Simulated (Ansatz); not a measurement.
# CH3AlCl2O: one molecule under many settings

Aim: run CH3AlCl2O under a spread of inputs, and see what each costs and gives.

Program: Ansatz 0.2.0, Gaussian basis. Level of theory: the settings change from run to run. These are calculated values, not measurements.

## (1) The geometry

The geometry comes from an earlier relaxation with PBE0-D4 in a triple-zeta def2 set; it is a stationary point, not always the lowest conformer.

SMILES `C[O][Al]([Cl])[Cl]`, 8 atoms, charge 0, spin multiplicity 1.

Atoms are counted from 1 here; the program's logs count them from 0.

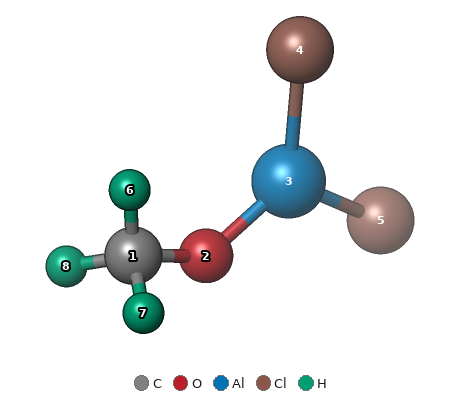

The geometry (carbon grey, oxygen red, aluminium blue, chlorine brown, hydrogen teal); atoms are numbered from 1 in the order of the file.

## (2) CAM-B3LYP/def2-TZVPP

This run has coordinates scaled by 1.05, D3(BJ) dispersion.

The input, in.yaml:

```yaml
crystal:
  periodic: [false, false, false]
  atoms:
    - {symbol: C, position_ang: [-0.671576, 1.098540, -0.543614]}
    - {symbol: O, position_ang: [-0.608845, -0.265957, 0.004627]}
    - {symbol: Al, position_ang: [0.645595, -1.324089, 0.604886]}
    - {symbol: Cl, position_ang: [2.730645, -0.674517, 0.650090]}
    - {symbol: Cl, position_ang: [0.106213, -3.308540, 1.311573]}
    - {symbol: H, position_ang: [0.362994, 1.598615, -0.592548]}
    - {symbol: H, position_ang: [-1.357300, 1.746900, 0.110783]}
    - {symbol: H, position_ang: [-1.110811, 1.069092, -1.604281]}
basis:
  gaussian: {orbitals: def2-TZVPP}
hamiltonian: {xc: {name: CAM-B3LYP}, dispersion: d3bj}
output: {forces: true}
```

Started as:

```console
> ansatz run in.yaml --threads 4 --pin off --events-out ev --progress --plain --max-ram 10444MiB
```

Log, shortened:

```text
Functional definition: CAM-B3LYP
  name "CAM-B3LYP"
  cite "Yanai, Tew & Handy, Chem. Phys. Lett. 393, 51 (2004) doi:10.1016/j.cplett.2004.06.011"
  cite "Iikura, Tsuneda, Yanai & Hirao, J. Chem. Phys. 115, 3540 (2001) doi:10.1063/1.1383587"
  cite "Becke, Phys. Rev. A 38, 3098 (1988) doi:10.1103/PhysRevA.38.3098"
  cite "Lee, Yang & Parr, Phys. Rev. B 37, 785 (1988) doi:10.1103/PhysRevB.37.785"
  cite "Vosko, Wilk & Nusair, Can. J. Phys. 58, 1200 (1980) doi:10.1139/p80-159"
[...]
  # Exact exchange under (alpha + beta erf(omega r))/r, Becke's under what is left of 1/r.
[...]
1422 factors; their error is unknown
292 factors; integrals over basis functions are off by at most 1.4e-5 eV
[...]
mean field -34781.87153865 eV, -1278.2102030462 hartree, gradient 5.5e-5 eV, S^2 0.000000; 0 other end points of the search recorded, 0 dependent functions left out
[...]
reference -34781.87168601 eV, -1278.2102084614 hartree; 32, 32 occupied and 198, 198 virtual orbitals, 1422 factors
Total energy: -34782.02693955 eV, -1278.2159139240 hartree
Atom 0 at    -0.671576     1.098540    -0.543614 Å, force     0.110756     0.056027    -0.005838 eV/Å
Atom 1 at    -0.608845    -0.265957     0.004627 Å, force     1.314793     0.440398     0.017012 eV/Å
Atom 2 at     0.645595    -1.324089     0.604886 Å, force    -0.508483     0.547905    -0.290346 eV/Å
Atom 3 at     2.730645    -0.674517     0.650090 Å, force    -1.507978    -0.484672    -0.026815 eV/Å
Atom 4 at     0.106213    -3.308540     1.311573 Å, force     0.408641     1.501675    -0.534732 eV/Å
Atom 5 at     0.362994     1.598615    -0.592548 Å, force    -1.508270    -0.844206     0.116835 eV/Å
Atom 6 at    -1.357300     1.746900     0.110783 Å, force     1.026472    -1.106828    -0.899084 eV/Å
Atom 7 at    -1.110811     1.069092    -1.604281 Å, force     0.664068    -0.110299     1.622968 eV/Å
Dipole moment:    -0.117320     0.377726    -0.166271 e Å
```

It took 4.2 s on 4 threads of Arm Neoverse V1, shared host; peak memory 0.75 GiB.

Largest force 1.757 eV/Å, dipole 2.06 D.

## (3) SPW92/cc-pVTZ-DK

This run has charge -1, multiplicity 2, the search for lower states set to off.

The input, in.yaml:

```yaml
crystal:
  periodic: [false, false, false]
  atoms:
    - {symbol: C, position_ang: [-0.639597, 1.046229, -0.517728]}
    - {symbol: O, position_ang: [-0.579853, -0.253292, 0.004406]}
    - {symbol: Al, position_ang: [0.614853, -1.261037, 0.576082]}
    - {symbol: Cl, position_ang: [2.600614, -0.642397, 0.619133]}
    - {symbol: Cl, position_ang: [0.101155, -3.150990, 1.249117]}
    - {symbol: H, position_ang: [0.345708, 1.522491, -0.564332]}
    - {symbol: H, position_ang: [-1.292667, 1.663714, 0.105508]}
    - {symbol: H, position_ang: [-1.057915, 1.018183, -1.527887]}
basis:
  gaussian: {orbitals: cc-pVTZ-DK}
total_charge: -1
magnetization: {spin_polarized: true, initial_magnetization: 1}
hamiltonian: {xc: {name: SPW92}}
scf: {lower_state_search: off}
```

Same command.

Log, shortened:

```text
Functional definition: SPW92
  name "SPW92"
  cite "Dirac, Proc. Camb. Phil. Soc. 26, 376 (1930) doi:10.1017/S0305004100016108"
  cite "Slater, Phys. Rev. 81, 385 (1951) doi:10.1103/PhysRev.81.385"
  cite "Perdew & Wang, Phys. Rev. B 45, 13244 (1992) doi:10.1103/PhysRevB.45.13244"
[...]
1338 factors; their error is unknown
[...]
mean field -34737.87670866 eV, -1276.5934228646 hartree, gradient 5.6e-6 eV, S^2 0.751659; 0 other end points of the search recorded, 0 dependent functions left out
reference -34737.87674841 eV, -1276.5934243257 hartree; 33, 32 occupied and 171, 172 virtual orbitals, 1338 factors
Total energy: -34737.87674841 eV, -1276.5934243257 hartree
Relativity: scalar
Checks for a lower state left out: stability, starts, cluster_reference, orbital_swaps, neighbouring_geometries, increment
```

It took 1.4 s on 4 threads of Arm Neoverse V1, shared host; peak memory 0.28 GiB.

⟨S²⟩ 0.752.

## (4) revPBE0/STO-3G

This run has D3(BJ) with three-body dispersion, high accuracy.

in.yaml, as its differences from that of step 3:

```diff
@@ -12,6 +12,4 @@
 basis:
-  gaussian: {orbitals: cc-pVTZ-DK}
-total_charge: -1
-magnetization: {spin_polarized: true, initial_magnetization: 1}
-hamiltonian: {xc: {name: SPW92}}
-scf: {lower_state_search: off}
+  gaussian: {orbitals: STO-3G}
+hamiltonian: {xc: {name: revPBE0}, dispersion: d3bjatm}
+accuracy: high
```

Launched as before.

Log, shortened:

```text
Functional definition: revPBE0
  name "revPBE0"
  cite "Zhang & Yang, Phys. Rev. Lett. 80, 890 (1998) doi:10.1103/PhysRevLett.80.890"
  cite "Adamo & Barone, J. Chem. Phys. 110, 6158 (1999) doi:10.1063/1.478522"
  cite "Perdew, Burke & Ernzerhof, Phys. Rev. Lett. 77, 3865 (1996) doi:10.1103/PhysRevLett.77.3865"
[...]
788 factors; integrals over basis functions are off by at most 1.4e-8 eV
[...]
mean field -34382.67833676 eV, -1263.5401234593 hartree, gradient 2.3e-8 eV, S^2 0.000000; 0 other end points of the search recorded, 0 dependent functions left out
reference -34382.67833899 eV, -1263.5401235415 hartree; 32, 32 occupied and 8, 8 virtual orbitals, 788 factors
Total energy: -34383.04743287 eV, -1263.5536874915 hartree
```

Wall time 1 s (4 threads of Arm Neoverse V1, shared host).

## (5) B3LYP/aug-cc-pVDZ

Set apart from the defaults: D3(BJ) with three-body dispersion, high accuracy.

in.yaml, as its differences from that of step 4:

```diff
@@ -12,4 +12,4 @@
 basis:
-  gaussian: {orbitals: STO-3G}
-hamiltonian: {xc: {name: revPBE0}, dispersion: d3bjatm}
+  gaussian: {orbitals: aug-cc-pVDZ}
+hamiltonian: {xc: {name: B3LYP}, dispersion: d3bjatm}
 accuracy: high
```

Same command.

Log, shortened:

```text
Functional definition: B3LYP
  name "B3LYP"
  cite "Stephens, Devlin, Chabalowski & Frisch, J. Phys. Chem. 98, 11623 (1994) doi:10.1021/j100096a001"
  cite "Becke, Phys. Rev. A 38, 3098 (1988) doi:10.1103/PhysRevA.38.3098"
  cite "Lee, Yang & Parr, Phys. Rev. B 37, 785 (1988) doi:10.1103/PhysRevB.37.785"
  cite "Vosko, Wilk & Nusair, Can. J. Phys. 58, 1200 (1980) doi:10.1139/p80-159"
[...]
3080 factors; integrals over basis functions are off by at most 3.4e-9 eV
[...]
mean field -34782.08808739 eV, -1278.2181610655 hartree, gradient 2.7e-8 eV, S^2 0.000000; 0 other end points of the search recorded, 0 dependent functions left out
reference -34782.08813815 eV, -1278.2181629310 hartree; 32, 32 occupied and 122, 122 virtual orbitals, 3080 factors
Total energy: -34782.41534834 eV, -1278.2301876836 hartree
```

Run time: 7.5 s. Hardware: 4 threads of Arm Neoverse V1, shared host; peak memory 0.82 GiB.

## (6) rPW86-PBE/def2-TZVPP

Set apart from the defaults: atoms shaken by 0.03 Å, a grid of angular degree 23.

The input, in.yaml:

```yaml
crystal:
  periodic: [false, false, false]
  atoms:
    - {symbol: C, position_ang: [-0.660733, 1.069720, -0.539803]}
    - {symbol: O, position_ang: [-0.569113, -0.250395, 0.004639]}
    - {symbol: Al, position_ang: [0.591819, -1.308102, 0.583016]}
    - {symbol: Cl, position_ang: [2.647160, -0.649434, 0.620764]}
    - {symbol: Cl, position_ang: [0.167038, -3.152608, 1.201602]}
    - {symbol: H, position_ang: [0.329869, 1.502832, -0.575519]}
    - {symbol: H, position_ang: [-1.280067, 1.630994, 0.070135]}
    - {symbol: H, position_ang: [-1.049416, 0.997856, -1.549080]}
basis:
  gaussian: {orbitals: def2-TZVPP, final_grid: {core_spheres: 8, valence_spheres: 7, degree: 23}}
hamiltonian: {xc: {name: rPW86-PBE}}
output: {forces: true}
```

Same command.

Log, shortened:

```text
Functional definition: rPW86-PBE
  name "rPW86-PBE"
  cite "Murray, Lee & Langreth, J. Chem. Theory Comput. 5, 2754 (2009) doi:10.1021/ct900365q"
  cite "Perdew, Burke & Ernzerhof, Phys. Rev. Lett. 77, 3865 (1996) doi:10.1103/PhysRevLett.77.3865"
  parent pbe
[...]
1365 factors; their error is unknown
[...]
mean field -34816.43169967 eV, -1279.4802655378 hartree, gradient 1.1e-5 eV, S^2 0.000000; 0 other end points of the search recorded, 0 dependent functions left out
[...]
reference -34816.43181850 eV, -1279.4802699047 hartree; 32, 32 occupied and 198, 198 virtual orbitals, 1365 factors
Total energy: -34816.43181850 eV, -1279.4802699047 hartree
Atom 0 at    -0.660733     1.069720    -0.539803 Å, force     1.445868    -1.669284    -0.816806 eV/Å
Atom 1 at    -0.569113    -0.250395     0.004639 Å, force    -0.385501    -0.242266     0.039823 eV/Å
Atom 2 at     0.591819    -1.308102     0.583016 Å, force     1.308256     2.014565    -0.605818 eV/Å
Atom 3 at     2.647160    -0.649434     0.620764 Å, force    -0.593028    -0.187865     0.000954 eV/Å
Atom 4 at     0.167038    -3.152608     1.201602 Å, force    -0.513567    -1.803902     0.610207 eV/Å
Atom 5 at     0.329869     1.502832    -0.575519 Å, force     0.379379     0.462282    -0.087782 eV/Å
Atom 6 at    -1.280067     1.630994     0.070135 Å, force    -1.395793     1.324022     1.181991 eV/Å
Atom 7 at    -1.049416     0.997856    -1.549080 Å, force    -0.245614     0.102447    -0.322570 eV/Å
Dipole moment:    -0.238179     0.237285    -0.116665 e Å
```

Run time: 1.6 s. Hardware: 4 threads of Arm Neoverse V1, shared host; peak memory 0.29 GiB.

Largest force 2.477 eV/Å, dipole 1.71 D.

## (7) RPA/cc-pVTZ-DK

The input, in.yaml:

```yaml
crystal:
  periodic: [false, false, false]
  atoms:
    - {symbol: C, position_ang: [-0.639597, 1.046229, -0.517728]}
    - {symbol: O, position_ang: [-0.579853, -0.253292, 0.004406]}
    - {symbol: Al, position_ang: [0.614853, -1.261037, 0.576082]}
    - {symbol: Cl, position_ang: [2.600614, -0.642397, 0.619133]}
    - {symbol: Cl, position_ang: [0.101155, -3.150990, 1.249117]}
    - {symbol: H, position_ang: [0.345708, 1.522491, -0.564332]}
    - {symbol: H, position_ang: [-1.292667, 1.663714, 0.105508]}
    - {symbol: H, position_ang: [-1.057915, 1.018183, -1.527887]}
basis:
  gaussian: {orbitals: cc-pVTZ-DK}
hamiltonian: {xc: {name: PBE0}}
correlation: {method: rpa}
```

Same command.

Log, shortened:

```text
Functional definition: PBE0
  name "PBE0"
  cite "Adamo & Barone, J. Chem. Phys. 110, 6158 (1999) doi:10.1063/1.478522"
  cite "Perdew, Burke & Ernzerhof, Phys. Rev. Lett. 77, 3865 (1996) doi:10.1103/PhysRevLett.77.3865"
  parent pbe
[...]
1203 factors; integrals over basis functions are off by at most 1.2e-3 eV
[...]
mean field -34858.96867893 eV, -1281.0434706929 hartree, gradient 6.2e-6 eV, S^2 0.000000; 0 other end points of the search recorded, 0 dependent functions left out
17 core orbitals not correlated: weight in the atoms' cores, before any rotation towards them, 1.000 or more for the frozen orbitals, at most 0.000 for the correlated occupied ones
reference -34802.91878248 eV, -1278.9836749907 hartree; 15, 15 occupied and 172, 172 virtual orbitals, 1203 factors
Total energy: -34837.19075350 eV, -1280.2431466953 hartree
Relativity: scalar
```

It took 4.2 s on 4 threads of Arm Neoverse V1, shared host; peak memory 0.48 GiB.

## (8) SPW92/x2c-TZVPPall

Set apart from the defaults: charge +1, multiplicity 2, high accuracy.

in.yaml, as its differences from that of step 7:

```diff
@@ -12,4 +12,7 @@
 basis:
-  gaussian: {orbitals: cc-pVTZ-DK}
-hamiltonian: {xc: {name: PBE0}}
-correlation: {method: rpa}
+  gaussian: {orbitals: x2c-TZVPPall}
+total_charge: 1
+magnetization: {spin_polarized: true, initial_magnetization: 1}
+hamiltonian: {xc: {name: SPW92}}
+accuracy: high
+output: {forces: true}
```

Same command.

Log, shortened:

```text
Functional definition: SPW92
  name "SPW92"
  cite "Dirac, Proc. Camb. Phil. Soc. 26, 376 (1930) doi:10.1017/S0305004100016108"
  cite "Slater, Phys. Rev. 81, 385 (1951) doi:10.1103/PhysRev.81.385"
  cite "Perdew & Wang, Phys. Rev. B 45, 13244 (1992) doi:10.1103/PhysRevB.45.13244"
[...]
3809 factors; integrals over basis functions are off by at most 2.3e-8 eV
[...]
mean field -34727.84783007 eV, -1276.2248683743 hartree, gradient 3.3e-8 eV, S^2 0.751377; 20 other end points of the search recorded, 0 dependent functions left out
[...]
reference -34727.84783398 eV, -1276.2248685181 hartree; 32, 31 occupied and 198, 199 virtual orbitals, 3809 factors
Total energy: -34727.84783398 eV, -1276.2248685181 hartree
Relativity: scalar
Atom 0 at    -0.639597     1.046229    -0.517728 Å, force     0.783679    -1.384464    -0.063413 eV/Å
Atom 1 at    -0.579853    -0.253292     0.004406 Å, force    -0.579879     1.651011    -1.011440 eV/Å
Atom 2 at     0.614853    -1.261037     0.576082 Å, force     1.012927    -0.907441     0.656210 eV/Å
Atom 3 at     2.600614    -0.642397     0.619133 Å, force    -0.298189    -0.113902    -0.084395 eV/Å
Atom 4 at     0.101155    -3.150990     1.249117 Å, force     0.000652     0.211213    -0.021506 eV/Å
Atom 5 at     0.345708     1.522491    -0.564332 Å, force     0.267911     0.197295     0.373743 eV/Å
Atom 6 at    -1.292667     1.663714     0.105508 Å, force    -0.592471     0.432497     0.393050 eV/Å
Atom 7 at    -1.057915     1.018183    -1.527887 Å, force    -0.594631    -0.086209    -0.242249 eV/Å
Dipole moment:    -0.393707     0.708473    -0.306934 e Å
```

It took 30 s on 4 threads of Arm Neoverse V1, shared host; peak memory 1.3 GiB.

Largest force 2.021 eV/Å, ⟨S²⟩ 0.751.

## (9) BLYP/x2c-TZVPPall

This run has multiplicity 3, atoms shaken by 0.15 Å.

The input, in.yaml:

```yaml
crystal:
  periodic: [false, false, false]
  atoms:
    - {symbol: C, position_ang: [-0.435546, 1.284258, -0.682829]}
    - {symbol: O, position_ang: [-0.749734, -0.075696, -0.046432]}
    - {symbol: Al, position_ang: [0.490984, -1.313484, 0.669288]}
    - {symbol: Cl, position_ang: [2.831470, -0.524102, 0.726033]}
    - {symbol: Cl, position_ang: [-0.042262, -3.303104, 1.036020]}
    - {symbol: H, position_ang: [0.401163, 1.588034, -0.473185]}
    - {symbol: H, position_ang: [-1.304935, 1.534032, -0.023903]}
    - {symbol: H, position_ang: [-0.960038, 0.949432, -1.324120]}
basis:
  gaussian: {orbitals: x2c-TZVPPall}
magnetization: {spin_polarized: true, initial_magnetization: 2}
hamiltonian: {xc: {name: BLYP}}
output: {forces: true}
```

Launched as before.

Log, shortened:

```text
Functional definition: BLYP
  name "BLYP"
  cite "Becke, Phys. Rev. A 38, 3098 (1988) doi:10.1103/PhysRevA.38.3098"
  cite "Lee, Yang & Parr, Phys. Rev. B 37, 785 (1988) doi:10.1103/PhysRevB.37.785"
[...]
1369 factors; their error is unknown
[...]
mean field -34865.19218262 eV, -1281.2721802351 hartree, gradient 2.7e-6 eV, S^2 2.003423; 8 other end points of the search recorded, 0 dependent functions left out
[...]
reference -34865.19256981 eV, -1281.2721944642 hartree; 33, 31 occupied and 197, 199 virtual orbitals, 1369 factors
Total energy: -34865.19256981 eV, -1281.2721944642 hartree
Relativity: scalar
Atom 0 at    -0.435546     1.284258    -0.682829 Å, force    -5.176629    -1.839403     8.668860 eV/Å
Atom 1 at    -0.749734    -0.075696    -0.046432 Å, force     1.292377    -1.341926     0.424779 eV/Å
Atom 2 at     0.490984    -1.313484     0.669288 Å, force     0.791903     1.232963     0.763026 eV/Å
Atom 3 at     2.831470    -0.524102     0.726033 Å, force    -0.306842    -0.129384    -0.205976 eV/Å
Atom 4 at    -0.042262    -3.303104     1.036020 Å, force    -0.324572    -1.174928    -0.079220 eV/Å
Atom 5 at     0.401163     1.588034    -0.473185 Å, force     8.884516     3.423424     1.273423 eV/Å
Atom 6 at    -1.304935     1.534032    -0.023903 Å, force     0.409953     2.138575     0.042872 eV/Å
Atom 7 at    -0.960038     0.949432    -1.324120 Å, force    -5.570706    -2.309322   -10.887763 eV/Å
Dipole moment:    -0.479233     0.736206    -0.442571 e Å
```

It took 22 s on 4 threads of Arm Neoverse V1, shared host; peak memory 0.75 GiB.

Largest force 12.446 eV/Å, dipole 4.72 D, ⟨S²⟩ 2.003.

## (10) B3LYP/def2-mTZVP

Set apart from the defaults: atoms shaken by 0.15 Å.

The input, in.yaml:

```yaml
crystal:
  periodic: [false, false, false]
  atoms:
    - {symbol: C, position_ang: [-0.536444, 1.051223, -0.678854]}
    - {symbol: O, position_ang: [-0.728103, -0.238679, 0.037458]}
    - {symbol: Al, position_ang: [0.560335, -1.421875, 0.447614]}
    - {symbol: Cl, position_ang: [2.947781, -0.753233, 0.658200]}
    - {symbol: Cl, position_ang: [-0.008670, -3.198127, 1.416264]}
    - {symbol: H, position_ang: [0.575016, 1.250928, -0.835868]}
    - {symbol: H, position_ang: [-1.126774, 1.392350, 0.082387]}
    - {symbol: H, position_ang: [-1.014924, 1.308213, -1.490271]}
basis:
  gaussian: {orbitals: def2-mTZVP}
hamiltonian: {xc: {name: B3LYP}}
output: {forces: true}
```

Launched as before.

Log, shortened:

```text
Functional definition: B3LYP
  name "B3LYP"
  cite "Stephens, Devlin, Chabalowski & Frisch, J. Phys. Chem. 98, 11623 (1994) doi:10.1021/j100096a001"
  cite "Becke, Phys. Rev. A 38, 3098 (1988) doi:10.1103/PhysRevA.38.3098"
  cite "Lee, Yang & Parr, Phys. Rev. B 37, 785 (1988) doi:10.1103/PhysRevB.37.785"
  cite "Vosko, Wilk & Nusair, Can. J. Phys. 58, 1200 (1980) doi:10.1139/p80-159"
[...]
1058 factors; integrals over basis functions are off by at most 1.0e-3 eV
[...]
mean field -34780.85097731 eV, -1278.1726981086 hartree, gradient 5.2e-5 eV, S^2 0.000000; 0 other end points of the search recorded, 0 dependent functions left out
[...]
reference -34780.85127047 eV, -1278.1727088819 hartree; 32, 32 occupied and 86, 86 virtual orbitals, 1058 factors
Total energy: -34780.85127047 eV, -1278.1727088819 hartree
Atom 0 at    -0.536444     1.051223    -0.678854 Å, force     4.243912    -2.319111     4.197243 eV/Å
Atom 1 at    -0.728103    -0.238679     0.037458 Å, force     2.334432    -3.177878    -1.487654 eV/Å
Atom 2 at     0.560335    -1.421875     0.447614 Å, force     0.595214     2.003280     0.299574 eV/Å
Atom 3 at     2.947781    -0.753233     0.658200 Å, force    -2.719746    -0.732684    -0.418273 eV/Å
Atom 4 at    -0.008670    -3.198127     1.416264 Å, force     0.154090     0.233325    -0.277533 eV/Å
Atom 5 at     0.575016     1.250928    -0.835868 Å, force    -1.524345     0.385314     0.819283 eV/Å
Atom 6 at    -1.126774     1.392350     0.082387 Å, force    -0.355661     3.895159     1.861776 eV/Å
Atom 7 at    -1.014924     1.308213    -1.490271 Å, force    -2.727896    -0.287405    -4.994416 eV/Å
Dipole moment:    -0.392070     0.223895    -0.415905 e Å
```

Run time: 1.8 s. Hardware: 4 threads of Arm Neoverse V1, shared host.

Largest force 6.404 eV/Å, dipole 2.95 D.

## (11) The runs in one table

| level | charge | multiplicity | geometry | functions | energy (eV) | time |
| --- | --- | --- | --- | --- | --- | --- |
| CAM-B3LYP/def2-TZVPP | 0 | 1 | scaled | 230 | -34782.027 | 4.2 s |
| SPW92/cc-pVTZ-DK | -1 | 2 | relaxed | 204 | -34737.877 | 1.4 s |
| revPBE0/STO-3G | 0 | 1 | relaxed | 40 | -34383.047 | 1 s |
| B3LYP/aug-cc-pVDZ | 0 | 1 | relaxed | 154 | -34782.415 | 7.5 s |
| rPW86-PBE/def2-TZVPP | 0 | 1 | shaken | 230 | -34816.432 | 1.6 s |
| RPA/cc-pVTZ-DK | 0 | 1 | relaxed | 204 | -34837.191 | 4.2 s |
| SPW92/x2c-TZVPPall | 1 | 2 | relaxed | 230 | -34727.848 | 30 s |
| BLYP/x2c-TZVPPall | 0 | 3 | shaken | 230 | -34865.193 | 22 s |
| B3LYP/def2-mTZVP | 0 | 1 | shaken | 118 | -34780.851 | 1.8 s |

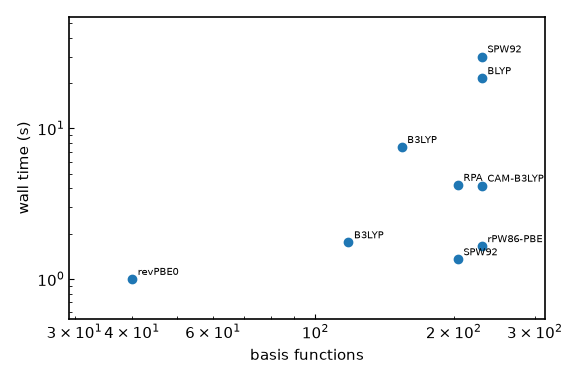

Wall time against the number of basis functions (shared host).

## (12) Results

| quantity | value |
| --- | --- |
| runs | 9 |
| quickest | revPBE0/STO-3G, 1 s |
| slowest | SPW92/x2c-TZVPPall, 30 s |
| spread of total energies, same state and geometry | 454.1 eV |

**Reading.** Run time spans a factor of 30, from revPBE0/STO-3G to SPW92/x2c-TZVPPall. The jobs differ in tasks and options as well as level. The totals spread over 454 eV; they can't be compared across methods or bases. Some of these runs are scalar-relativistic and others not, which shifts the totals of all-electron atoms past neon by eV; core potentials, where a basis has them, take the core out of the total altogether.
